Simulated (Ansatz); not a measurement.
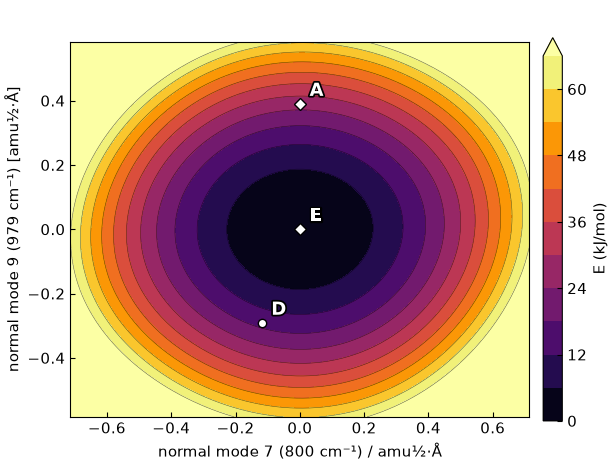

SiH2MeBr (CH₅BrSi). Coordinates scanned: (1) normal mode 7 (800 cm⁻¹); (2) normal mode 9 (979 cm⁻¹). Nothing is relaxed (straight displacements along the two mass-weighted modes). The scan uses a 13 × 13 grid. All energies are given in kJ/mol relative to the lowest grid point. Computed with Ansatz, RHF/def2-TZVP.

In the figure: filled contours, one colour for all values above the top of the scale, lettered points. Between grid points the surface is interpolated.

What kind of point is each of A, D, E: minimum, saddle, maximum or slope?

A: on a slope; D: on a slope; E: minimum. (In these two coordinates alone; a stationary point may lie a little off the grid point.)

Rank the lettered points by energy, lowest first.

E (0 kJ/mol), D (16 kJ/mol), A (26 kJ/mol).
